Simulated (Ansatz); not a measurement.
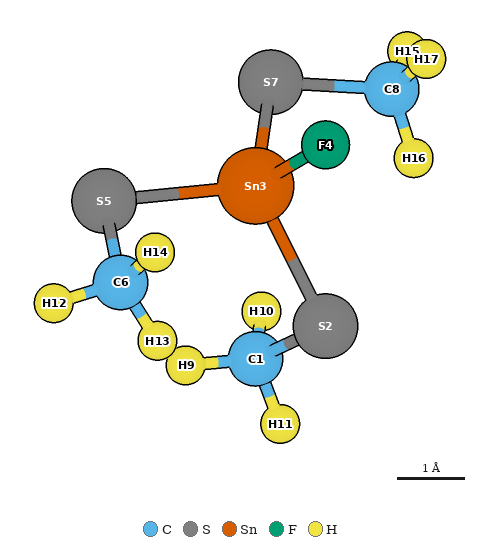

**Figure 1.** The input geometry of run A (ball-and-stick view, seen at a tilt; atoms are numbered from 1 in the order of the input). Sticks mark near contacts.

# C3H9FS3Sn: a changed input and its effect

System: C3H9FS3Sn, SMILES C[S][Sn]([F])([S]C)[S]C.
Method of run A: RKS SPW92 (LDA)/def2-TZVPP (Ansatz 0.2.0).

The geometry comes from this level: PBE0-D4/def2-TZVP. Text and figures count atoms from 1; the logs count them from 0 in places.

**The input, run A**
```yaml
crystal:
  periodic: [false, false, false]
  atoms:
    - {symbol: C, position_ang: [-0.352968, 1.663695, -1.644969]}
    - {symbol: S, position_ang: [-0.858980, 1.503657, 0.097105]}
    - {symbol: Sn, position_ang: [0.156118, -0.610423, 0.524854]}
    - {symbol: F, position_ang: [-0.326582, -0.880232, 2.370317]}
    - {symbol: S, position_ang: [2.519999, -0.551827, 0.346001]}
    - {symbol: C, position_ang: [2.830935, 0.863637, 1.449083]}
    - {symbol: S, position_ang: [-0.773338, -2.360245, -0.778010]}
    - {symbol: C, position_ang: [-2.527902, -2.082827, -0.375928]}
    - {symbol: H, position_ang: [0.732096, 1.683621, -1.743760]}
    - {symbol: H, position_ang: [-0.766372, 0.860591, -2.254588]}
    - {symbol: H, position_ang: [-0.757051, 2.614651, -1.991758]}
    - {symbol: H, position_ang: [3.889748, 1.099210, 1.342468]}
    - {symbol: H, position_ang: [2.241854, 1.732392, 1.156324]}
    - {symbol: H, position_ang: [2.623989, 0.602069, 2.485419]}
    - {symbol: H, position_ang: [-3.093720, -2.741008, -1.035133]}
    - {symbol: H, position_ang: [-2.820774, -1.050710, -0.566709]}
    - {symbol: H, position_ang: [-2.736153, -2.346552, 0.659585]}
basis:
  gaussian: {orbitals: def2-TZVPP}
hamiltonian: {xc: lda}
output: {orbitals: {seedname: orbitals}}
```

Command:
```bash
ansatz run in.yaml --threads 4 --pin off --events-out ev --progress --plain --max-ram 66560MiB --backend cuda --devices 0, --max-vram 37GiB
```

Hardware: 4 CPU threads, shared host.

**Output (run A)**
```
Functional definition: SPW92
  exchange = slater_x
  correlation = pw_c
2467 factors; their error is unknown
mean field evaluation 1: about -44126.2917 eV, gradient 1.1e2 eV
mean field evaluation 2: about -44064.7087 eV, gradient 1.9e2 eV
mean field evaluation 4: about -44149.6070 eV, gradient 1.9e1 eV
mean field evaluation 8: about -44150.2474 eV, gradient 2.1e-1 eV
mean field evaluation 16: about -44150.2059 eV, gradient 2.3e-3 eV
mean field -44150.20586291 eV, -1622.4901393775 hartree, gradient 6.4e-5 eV, S^2 0.000000; 0 other end points of the search recorded, 0 dependent functions left out
reference -44150.20591698 eV, -1622.4901413648 hartree; 53, 53 occupied and 373, 373 virtual orbitals, 2467 factors
Total energy: -44150.20591698 eV, -1622.4901413648 hartree
```

For run B the input was changed thus:
```diff
-hamiltonian: {xc: lda}
+hamiltonian: {xc: {name: BHLYP}, dispersion: d4}
```

How does run B compare with run A?

The total energies belong to different models, so their difference says nothing on which is more stable or more accurate. The HOMO goes from −6.08 to −8.30 eV. The LUMO goes from −2.85 to −0.72 eV.

**Output (run B)**
```
Functional definition: BHLYP
  parameter a = 0.5
  exchange = (1 - a)*b88_x + a*exact_x
  correlation = lyp_c
2858 factors; their error is unknown
mean field evaluation 1: about -44305.1397 eV, gradient 6.5e1 eV
mean field evaluation 2: about -44303.7490 eV, gradient 7.3e1 eV
mean field evaluation 4: about -44313.6614 eV, gradient 3.1e0 eV
mean field evaluation 8: about -44313.6792 eV, gradient 7.1e-2 eV
mean field evaluation 16: about -44313.8999 eV, gradient 1.4e-4 eV
mean field -44313.89993893 eV, -1628.5057857153 hartree, gradient 4.8e-5 eV, S^2 0.000000; 0 other end points of the search recorded, 0 dependent functions left out
reference -44313.90018381 eV, -1628.5057947146 hartree; 53, 53 occupied and 373, 373 virtual orbitals, 2858 factors
Total energy: -44314.70449417 eV, -1628.5353525752 hartree
```

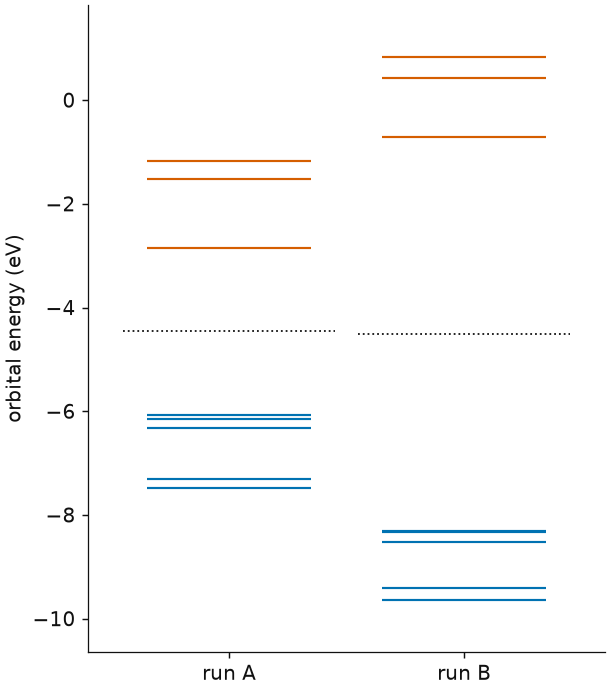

**Figure 2.** The five highest filled and three lowest empty orbital energies of the two runs; the dotted lines part filled from empty levels. The HOMO–LUMO gap is 3.23 eV in run A and 7.58 eV in run B.

**The two runs side by side**

| quantity | run A | run B |
| --- | --- | --- |
| outcome | converged | converged |
| total energy (hartree) | −1622.490141 | −1628.535353 |
| HOMO (eV) | −6.08 | −8.30 |
| LUMO (eV) | −2.85 | −0.72 |
| basis functions | 426 | 426 |
| wall time (shared host) | 3.1 s | 6.5 s |
